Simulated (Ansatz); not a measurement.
## Electronic structure of C2H6ClGa···HF in real space

Input file:

```
crystal:
  periodic: [false, false, false]
  atoms:
    - { symbol: Ga, position_ang: [0.2452, -0.4751, 0.5917] }
    - { symbol: C, position_ang: [0.6825, 1.6155, -0.2732] }
    - { symbol: C, position_ang: [-0.7595, -1.8331, -0.5272] }
    - { symbol: Cl, position_ang: [1.6536, -0.8056, 2.0928] }
    - { symbol: H, position_ang: [-0.4109, 1.2423, 0.511] }
    - { symbol: F, position_ang: [-1.3054, 0.8378, 1.2197] }
    - { symbol: H, position_ang: [0.0807, 2.3304, -0.8411] }
    - { symbol: H, position_ang: [1.3502, 1.1646, -1.0193] }
    - { symbol: H, position_ang: [1.332, 2.1708, 0.4092] }
    - { symbol: H, position_ang: [-0.0887, -2.5894, -0.9388] }
    - { symbol: H, position_ang: [-1.4927, -2.3285, 0.1135] }
    - { symbol: H, position_ang: [-1.287, -1.3297, -1.3383] }
basis:
  gaussian: { orbitals: def2-SVP }
hamiltonian:
  xc: pbe0
  dispersion: d4
relax:
  f_tol: 0.15
  max_steps: 25
  restrain:
    - { distance: [0, 5], at: 3.09, k: 30.0 }
    - { distance: [4, 1], at: 2.37, k: 30.0 }
    - { distance: [0, 1], at: 1.98, k: 30.0 }
    - { distance: [4, 5], at: 0.88, k: 30.0 }
output:
  orbitals: {}
```

Launched as:

```sh
ansatz run input.yaml --threads 4 --pin off --max-ram 5120MiB --backend cpu --events-out ev --progress --plain --runs-dir out
```

The fields are those of the run's last geometry, not of the input's.

Not at a stationary point (largest force 0.9 eV/Å).

Level of theory: RKS PBE0-D4/def2-SVP (Ansatz).

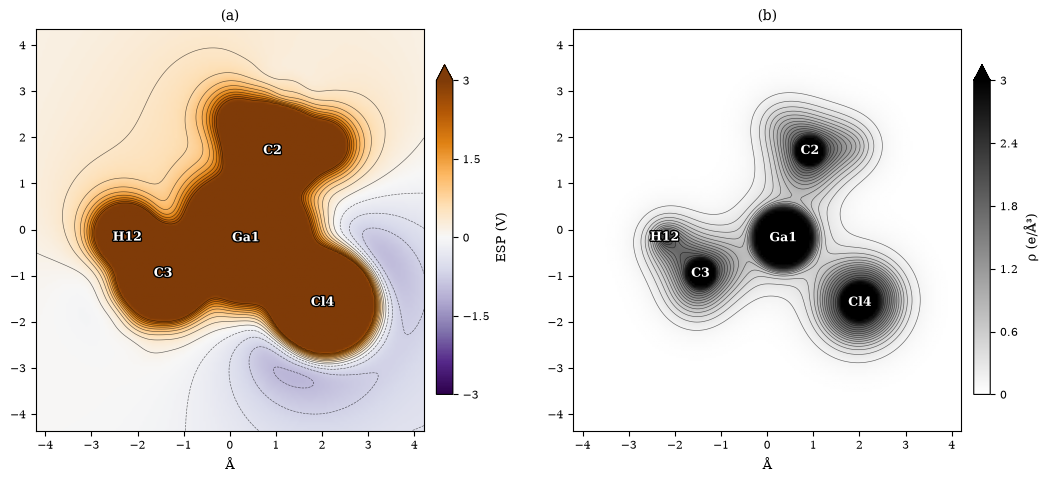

Figure 1. (a) molecular electrostatic potential; (b) total electron density on the plane of atoms C2, Ga1 and C3.

> Interpret the plot.

- The section cuts through Ga, C, Cl and H sites.
- C–Ga (1.95 Å): ρ at the midpoint is about 0.81 e/Å³.
- Ga–Cl (2.17 Å): the density is about 0.65 e/Å³ at the midpoint.
- C–H (1.10 Å): ρ is about 1.9 e/Å³ halfway.
- Outside the dense part of the complex the potential is most negative (−1.1 V) near Cl4.

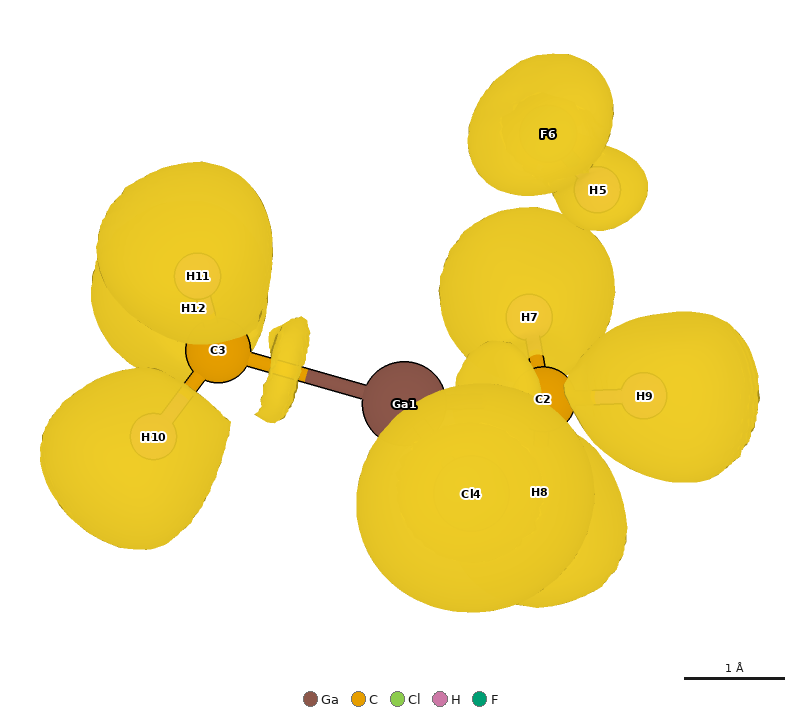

Figure 2. Isosurface of the ELF at 0.8 (yellow), seen at a tilt. Only the valence region is drawn (cores and ρ < 0.01 e/Å³ removed).

> Where are the electrons localised?

At this value the surface marks out six regions around hydrogen nuclei, two lobes of the valence shell of C pointing towards Ga (polar bonds), one region wrapped around Cl (its valence shell) and one joined region spread over several atoms (F, H), in which their bonds and any lone pairs are merged.


C2···H5 (2.37 Å): the ELF dips to about 0.05 between them. C–Ga (1.95 Å): the ELF peaks at about 0.90 in the valence shell of C, 0.7 Å from its nucleus, and is about 0.60 at the midpoint.

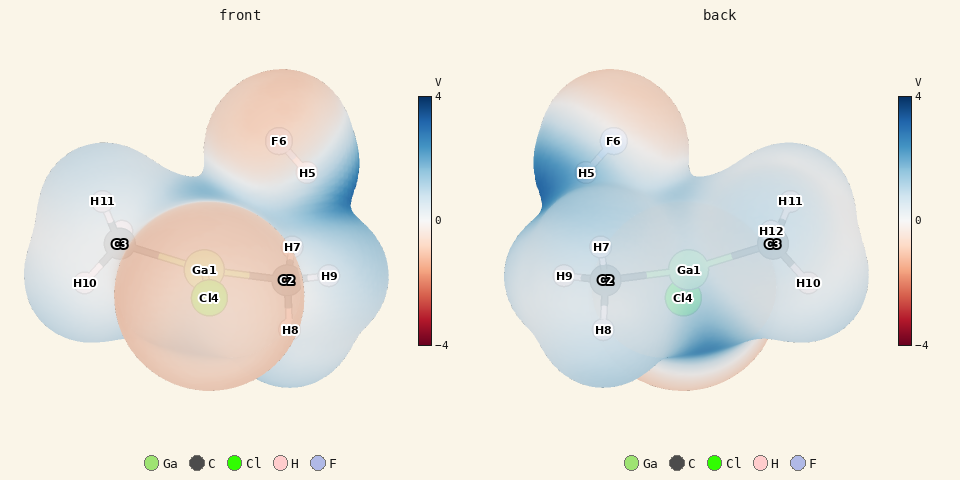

Figure 3. The electrostatic potential painted on the density surface at 0.002 e/bohr³, seen from the front and from behind; the colour scale runs from red (negative) to blue (positive).

> Where is the surface potential most negative and most positive?

The most negative region (about −1.0 V) lies over Cl4, the most positive (about +2.9 V) over H5.
